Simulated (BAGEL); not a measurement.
# CrHO3F (SMILES [O]=[Cr](=[O])([OH])[F]) at 6 levels

Wanted: a comparison of 6 runs (HF/STO-3G, HF/3-21G, HF/6-31G*, B3LYP/6-31G*, PBE0/6-31G*, RI-MP2/6-31G*) of CrHO3F. 

Program for the calculation: BAGEL 1.2.2.

8 further runs of the same task are left out: 8 that didn't finish.

### Step 1. The molecule

CrHO3F: 6 atoms, total charge 0, spin state singlet. As SMILES, `[O]=[Cr](=[O])([OH])[F]`. The shape is that of a PBE0-D4/def2-TZVP optimisation. This is one conformer, not always the lowest.

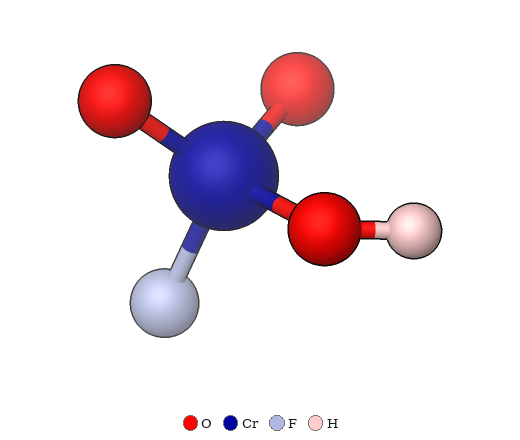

Viewed from a chosen angle; oxygen red, chromium blue, fluorine light blue, hydrogen pink.

### Step 2. The energy at HF/STO-3G (density fitting with qzvpp-jkfit) (run 1)

job.json

```json
{ "bagel": [

{
  "title": "molecule",
  "basis": "sto-3g",
  "df_basis": "qzvpp-jkfit",
  "angstrom": true,
  "geometry": [
    { "atom": "O", "xyz": [      -0.181300,      -1.579900,      -0.331200 ] },
    { "atom": "Cr", "xyz": [       0.372700,      -0.190300,       0.039100 ] },
    { "atom": "O", "xyz": [       1.187900,      -0.283900,       1.341400 ] },
    { "atom": "O", "xyz": [      -0.936500,       0.912900,       0.293100 ] },
    { "atom": "F", "xyz": [       1.362800,       0.380600,      -1.233100 ] },
    { "atom": "H", "xyz": [      -1.763400,       0.696500,      -0.155700 ] }
  ]
},

{ "title": "hf" },

{ "title": "print", "file": "orbitals.molden", "orbitals": true }

]}
```

Command:

```sh
$ BAGEL_NUM_THREADS=1 BAGEL job.json > job.out
```

What it wrote:

```text
* using 1 threads per process

  ===============================================================
  ===============================================================

  *** Geometry ***

  { "atom" : "O", "xyz" : [     -0.342607,     -2.985578,     -0.625877 ] },
  { "atom" : "Cr", "xyz" : [      0.704301,     -0.359615,      0.073888 ] },
  { "atom" : "O", "xyz" : [      2.244806,     -0.536493,      2.534879 ] },
  { "atom" : "O", "xyz" : [     -1.769729,      1.725131,      0.553879 ] },
  { "atom" : "F", "xyz" : [      2.575319,      0.719230,     -2.330221 ] },
  { "atom" : "H", "xyz" : [     -3.332343,      1.316194,     -0.294230 ] },

  Number of auxiliary basis functions:      590

  Since a DF basis is specified, we compute 2- and 3-index integrals:
    o Being stored without compression. Storage requirement is 0.007 GB

  Number of basis functions:       39
  Number of electrons      :       58

    * METHOD: MOLECULE                             0.31

  *** RHF ***

  === Nuclear Repulsion ===
   352.5719563199

      * DIIS with orbital gradients will be used.

  === RHF iteration (sto-3g) ===
      0      -1350.96580287          0.06825776           0.05
      1      -1341.02530813          0.19385909           0.04
      2      -1352.52422005          0.01185784           0.04
      3      -1352.57128194          0.00370791           0.04
      4      -1352.57569195          0.00134421           0.04
      5      -1352.57615604          0.00099387           0.04
      6      -1352.57648870          0.00054186           0.04
      7      -1352.57665145          0.00019373           0.04
      8      -1352.57665666          0.00009239           0.04
      9      -1352.57667049          0.00003274           0.04
     10      -1352.57667238          0.00002176           0.04
     11      -1352.57667309          0.00001368           0.04
     12      -1352.57667333          0.00001190           0.04
     13      -1352.57667348          0.00000745           0.04
     14      -1352.57667356          0.00000492           0.04
     15      -1352.57667358          0.00000194           0.04
     16      -1352.57667359          0.00000108           0.04
     17      -1352.57667359          0.00000071           0.04
     18      -1352.57667359          0.00000038           0.04
     19      -1352.57667359          0.00000029           0.04
     20      -1352.57667359          0.00000016           0.04
     21      -1352.57667359          0.00000009           0.04
     22      -1352.57667359          0.00000004           0.04
     23      -1352.57667359          0.00000003           0.04
     24      -1352.57667359          0.00000002           0.04
     25      -1352.57667359          0.00000001           0.04
     26      -1352.57667359          0.00000001           0.04
     27      -1352.57667359          0.00000001           0.04
    * SCF iteration converged.

    * Permanent dipole moment:
           (    0.567209,    -0.156892,     0.370737) a.u.

    * METHOD: HF                                   1.35

    * METHOD: PRINT                                0.00

  ===============================================================
```

Wall time 1.8 s (1 thread of Arm Neoverse V1, shared host).

### Step 3. The energy at HF/3-21G (density fitting with qzvpp-jkfit) (run 2)

calc.json

```json
{ "bagel": [

{
  "title": "molecule",
  "basis": "3-21g.json",
  "df_basis": "qzvpp-jkfit",
  "angstrom": true,
  "geometry": [
    { "atom": "O", "xyz": [      -0.181300,      -1.579900,      -0.331200 ] },
    { "atom": "Cr", "xyz": [       0.372700,      -0.190300,       0.039100 ] },
    { "atom": "O", "xyz": [       1.187900,      -0.283900,       1.341400 ] },
    { "atom": "O", "xyz": [      -0.936500,       0.912900,       0.293100 ] },
    { "atom": "F", "xyz": [       1.362800,       0.380600,      -1.233100 ] },
    { "atom": "H", "xyz": [      -1.763400,       0.696500,      -0.155700 ] }
  ]
},

{ "title": "hf" },

{ "title": "print", "file": "orbitals.molden", "orbitals": true }

]}
```

The basis set 3-21G is read from a file made from the Basis Set Exchange's data (not shown).

Command:

```sh
$ BAGEL_NUM_THREADS=1 BAGEL calc.json > calc.out
```

What it wrote:

```text
* using 1 threads per process

  ===============================================================
  ===============================================================

  *** Geometry ***

  { "atom" : "O", "xyz" : [     -0.342607,     -2.985578,     -0.625877 ] },
  { "atom" : "Cr", "xyz" : [      0.704301,     -0.359615,      0.073888 ] },
  { "atom" : "O", "xyz" : [      2.244806,     -0.536493,      2.534879 ] },
  { "atom" : "O", "xyz" : [     -1.769729,      1.725131,      0.553879 ] },
  { "atom" : "F", "xyz" : [      2.575319,      0.719230,     -2.330221 ] },
  { "atom" : "H", "xyz" : [     -3.332343,      1.316194,     -0.294230 ] },

  Number of auxiliary basis functions:      590

  Since a DF basis is specified, we compute 2- and 3-index integrals:
    o Being stored without compression. Storage requirement is 0.020 GB

  Number of basis functions:       65
  Number of electrons      :       58

    * METHOD: MOLECULE                             0.31

  *** RHF ***

  === Nuclear Repulsion ===
   352.5719563199

      * DIIS with orbital gradients will be used.

  === RHF iteration (3-21g.json) ===
      0      -1359.39451994          0.06610293           0.08
      1      -1347.04475030          0.22730302           0.08
      2      -1360.60506853          0.03297185           0.08
      3      -1360.72016754          0.02331828           0.08
      4      -1360.77871740          0.01679559           0.08
      5      -1360.79809256          0.01337083           0.08
      6      -1360.83292572          0.00109813           0.08
      7      -1360.83334149          0.00033798           0.08
      8      -1360.83344892          0.00024349           0.08
      9      -1360.83355637          0.00017744           0.08
     10      -1360.83362806          0.00012191           0.08
     11      -1360.83365799          0.00010593           0.08
     12      -1360.83367245          0.00007581           0.08
     13      -1360.83368645          0.00007337           0.08
     14      -1360.83369355          0.00005663           0.08
     15      -1360.83370310          0.00004355           0.08
[... 39 lines of this table left out ...]
     55      -1360.83371456          0.00000002           0.08
     56      -1360.83371456          0.00000002           0.08
     57      -1360.83371456          0.00000002           0.08
     58      -1360.83371456          0.00000002           0.08
     59      -1360.83371456          0.00000001           0.08
     60      -1360.83371456          0.00000001           0.08
     61      -1360.83371456          0.00000001           0.08
     62      -1360.83371456          0.00000001           0.08
    * SCF iteration converged.

    * Permanent dipole moment:
           (    0.985424,     0.017090,     0.228291) a.u.

    * METHOD: HF                                   5.09

    * METHOD: PRINT                                0.01

  ===============================================================
```

It took 5.7 s on 1 thread of Arm Neoverse V1, shared host; peak memory 0.12 GiB.

Runs 3 to 4 aren't shown in full; the table further down has their settings and results.

### Step 4. A single-point energy at PBE0/6-31G(d) (density fitting with qzvpp-jkfit, spherical functions) (run 5)

input.json

```json
{ "bagel": [

{
  "title": "molecule",
  "basis": "6-31gs.json",
  "df_basis": "qzvpp-jkfit",
  "angstrom": true,
  "geometry": [
    { "atom": "O", "xyz": [      -0.181300,      -1.579900,      -0.331200 ] },
    { "atom": "Cr", "xyz": [       0.372700,      -0.190300,       0.039100 ] },
    { "atom": "O", "xyz": [       1.187900,      -0.283900,       1.341400 ] },
    { "atom": "O", "xyz": [      -0.936500,       0.912900,       0.293100 ] },
    { "atom": "F", "xyz": [       1.362800,       0.380600,      -1.233100 ] },
    { "atom": "H", "xyz": [      -1.763400,       0.696500,      -0.155700 ] }
  ]
},

{
  "title": "ks",
  "xc_func": "pbe0"
},

{
  "title": "print",
  "file": "orbitals.molden",
  "orbitals": true
}

]}
```

The basis set 6-31G* is read from a file made from the Basis Set Exchange's data (not shown).

Command:

```sh
$ BAGEL_NUM_THREADS=1 BAGEL input.json > input.out
```

What it wrote:

```text
* using 1 threads per process

  ===============================================================
  ===============================================================

  *** Geometry ***

  { "atom" : "O", "xyz" : [     -0.342607,     -2.985578,     -0.625877 ] },
  { "atom" : "Cr", "xyz" : [      0.704301,     -0.359615,      0.073888 ] },
  { "atom" : "O", "xyz" : [      2.244806,     -0.536493,      2.534879 ] },
  { "atom" : "O", "xyz" : [     -1.769729,      1.725131,      0.553879 ] },
  { "atom" : "F", "xyz" : [      2.575319,      0.719230,     -2.330221 ] },
  { "atom" : "H", "xyz" : [     -3.332343,      1.316194,     -0.294230 ] },

  Number of auxiliary basis functions:      590

  Since a DF basis is specified, we compute 2- and 3-index integrals:
    o Being stored without compression. Storage requirement is 0.040 GB

  Number of basis functions:       92
  Number of electrons      :       58

    * METHOD: MOLECULE                             0.45

  *** Kohn-Sham DFT ***

    * Removing 11597 points whose weight is below 1.00e-10
    * Grid points: 77839

  === Nuclear Repulsion ===
   352.5719563199

       - DIIS with orbital gradients will be used.

  === KS iteration (pbe0 / 6-31gs.json) ===
      0      -1236.13572036          0.18059313           0.38
      1      -1278.04379909          0.17596603           0.35
      2      -1233.36296072          0.27184630           0.35
      3      -1331.43533632          0.16254550           0.36
      4      -1348.96315476          0.16524555           0.37
      5      -1367.97004452          0.05595250           0.36
      6      -1358.35629499          0.15606998           0.35
      7      -1367.17762431          0.06207935           0.35
      8      -1369.74714819          0.02528575           0.35
      9      -1369.87092269          0.01894805           0.35
     10      -1369.92480825          0.01370279           0.35
     11      -1369.95399017          0.01073468           0.35
     12      -1369.91848466          0.01278634           0.35
     13      -1369.99148686          0.00346912           0.36
     14      -1369.99438341          0.00302980           0.35
     15      -1369.99872408          0.00047498           0.35
     16      -1369.99882416          0.00024006           0.36
     17      -1369.99884507          0.00007160           0.36
     18      -1369.99884664          0.00004638           0.36
     19      -1369.99884056          0.00011543           0.37
     20      -1369.99884782          0.00000700           0.37
     21      -1369.99884785          0.00000196           0.36
     22      -1369.99884785          0.00000224           0.37
     23      -1369.99884785          0.00000110           0.36
     24      -1369.99884785          0.00000061           0.37
     25      -1369.99884785          0.00000045           0.36
     26      -1369.99884785          0.00000021           0.36
     27      -1369.99884785          0.00000013           0.37
     28      -1369.99884785          0.00000005           0.37
     29      -1369.99884785          0.00000005           0.36
     30      -1369.99884785          0.00000003           0.36
     31      -1369.99884785          0.00000002           0.37
     32      -1369.99884785          0.00000001           0.36
     33      -1369.99884785          0.00000001           0.36
    * SCF iteration converged.

    * Permanent dipole moment:
           (    0.896442,    -0.141798,     0.277622) a.u.

    * METHOD: KS                                  12.69

    * METHOD: PRINT                                0.02

  ===============================================================
```

Wall time 14 s (1 thread of Arm Neoverse V1, shared host); peak memory 0.39 GiB.

### Step 5. The energy at RI-MP2/6-31G(d) (density fitting with qzvpp-jkfit, spherical functions) (run 6)

input.json

```json
{ "bagel" : [

{
  "title" : "molecule",
  "basis" : "6-31gs.json",
  "df_basis" : "qzvpp-jkfit",
  "angstrom" : "true",
  "geometry" : [
    { "atom" : "O", "xyz" : [   -0.181300,   -1.579900,   -0.331200 ] },
    { "atom" : "Cr", "xyz" : [    0.372700,   -0.190300,    0.039100 ] },
    { "atom" : "O", "xyz" : [    1.187900,   -0.283900,    1.341400 ] },
    { "atom" : "O", "xyz" : [   -0.936500,    0.912900,    0.293100 ] },
    { "atom" : "F", "xyz" : [    1.362800,    0.380600,   -1.233100 ] },
    { "atom" : "H", "xyz" : [   -1.763400,    0.696500,   -0.155700 ] }
  ]
},
{
  "title" : "hf"
},
{
  "title" : "mp2",
  "ncore" : 9
}

]}
```

The basis set 6-31G* is read from a file made from the Basis Set Exchange's data (not shown).

Command:

```sh
$ BAGEL_NUM_THREADS=1 BAGEL input.json > input.out
```

What it wrote:

```text
* using 1 threads per process

  ===============================================================
  ===============================================================

  *** Geometry ***

  { "atom" : "O", "xyz" : [     -0.342607,     -2.985578,     -0.625877 ] },
  { "atom" : "Cr", "xyz" : [      0.704301,     -0.359615,      0.073888 ] },
  { "atom" : "O", "xyz" : [      2.244806,     -0.536493,      2.534879 ] },
  { "atom" : "O", "xyz" : [     -1.769729,      1.725131,      0.553879 ] },
  { "atom" : "F", "xyz" : [      2.575319,      0.719230,     -2.330221 ] },
  { "atom" : "H", "xyz" : [     -3.332343,      1.316194,     -0.294230 ] },

  Number of auxiliary basis functions:      590

  Since a DF basis is specified, we compute 2- and 3-index integrals:
    o Being stored without compression. Storage requirement is 0.040 GB

  Number of basis functions:       92
  Number of electrons      :       58

    * METHOD: MOLECULE                             0.45

  *** RHF ***

  === Nuclear Repulsion ===
   352.5719563199

      * DIIS with orbital gradients will be used.

  === RHF iteration (6-31gs.json) ===
      0      -1366.17098003          0.04901008           0.12
      1      -1353.80180557          0.16638304           0.11
      2      -1367.46002797          0.01450273           0.11
      3      -1367.53330990          0.00884305           0.12
      4      -1367.56189974          0.00459403           0.11
      5      -1367.56706129          0.00302668           0.12
      6      -1367.57137134          0.00053176           0.12
      7      -1367.57166951          0.00021797           0.11
      8      -1367.57178326          0.00017521           0.12
      9      -1367.57191183          0.00010969           0.12
     10      -1367.57195287          0.00004809           0.12
     11      -1367.57196054          0.00004390           0.11
     12      -1367.57196302          0.00003421           0.12
     13      -1367.57197298          0.00002231           0.11
     14      -1367.57197639          0.00001593           0.11
     15      -1367.57197787          0.00000857           0.11
[... 25 lines of this table left out ...]
     41      -1367.57197847          0.00000004           0.12
     42      -1367.57197847          0.00000004           0.12
     43      -1367.57197847          0.00000003           0.12
     44      -1367.57197847          0.00000003           0.11
     45      -1367.57197847          0.00000002           0.12
     46      -1367.57197847          0.00000001           0.12
     47      -1367.57197847          0.00000001           0.12
     48      -1367.57197847          0.00000001           0.11
    * SCF iteration converged.

    * Permanent dipole moment:
           (    0.924061,    -0.049183,     0.218795) a.u.

    * METHOD: HF                                   6.03

  *** RHF ***

  === Nuclear Repulsion ===
   352.5719563199

      * DIIS with orbital gradients will be used.

  === RHF iteration (6-31gs.json) ===
      0      -1367.57197847          0.00000001           0.11
    * SCF iteration converged.

    * Permanent dipole moment:
           (    0.924060,    -0.049184,     0.218794) a.u.

  === DF-MP2 calculation ===

    * freezing 9 orbitals
    * 3-index integral transformation done
    * assembly done

      MP2 correlation energy:   -1.4744792598      0.10

      MP2 total energy:       -1369.0464577262

    * METHOD: MP2                                  0.35

  ===============================================================
```

Wall time 7.2 s (1 thread of Arm Neoverse V1, shared host); peak memory 0.16 GiB.

### Step 6. Overview of the runs

| run | level | frozen core orbitals | energy (Eh) | dipole moment (D) | HOMO energy (eV) | LUMO energy (eV) | wall time |
| --- | --- | --- | --- | --- | --- | --- | --- |
| 1 | HF/STO-3G (density fitting with qzvpp-jkfit) | – | -1352.576674 | 1.77 | -9.81 | 5.20 | 1.8 s |
| 2 | HF/3-21G (density fitting with qzvpp-jkfit) | – | -1360.833715 | 2.57 | -14.36 | -0.58 | 5.7 s |
| 3 | HF/6-31G* (density fitting with qzvpp-jkfit, spherical functions) | – | -1367.571978 | 2.42 | -14.56 | -0.56 | 6.6 s |
| 4 | B3LYP/6-31G* (density fitting with qzvpp-jkfit, spherical functions) | – | -1370.579284 | 2.41 | -9.48 | -4.31 | 14 s |
| 5 | PBE0/6-31G* (density fitting with qzvpp-jkfit, spherical functions) | – | -1369.998848 | 2.41 | -9.82 | -4.12 | 14 s |
| 6 | RI-MP2/6-31G* (density fitting with qzvpp-jkfit, spherical functions) | 9 | -1369.046458 | – | – | – | 7.2 s |

### Step 7. Results

```
                                          quantity           value
                               run 6: total energy  -1369.04646 Eh
run 6: correlation energy (9 core orbitals frozen)     -1474.5 mEh
```

What this shows: Over runs 1, 2, 3, 4, 5 the dipole moment (its size) runs from 1.77 D (HF/STO-3G) to 2.57 D (HF/3-21G). Over runs 1, 2, 3, 4, 5 the HOMO–LUMO gap runs from 5.17 eV (B3LYP/6-31G*) to 15.00 eV (HF/STO-3G). The two ends differ in method and basis. Totals of different functionals can't be ranked against each other. In run 1 the basis is minimal, so the values are rough. All runs together took 49 s, the longest 14 s.
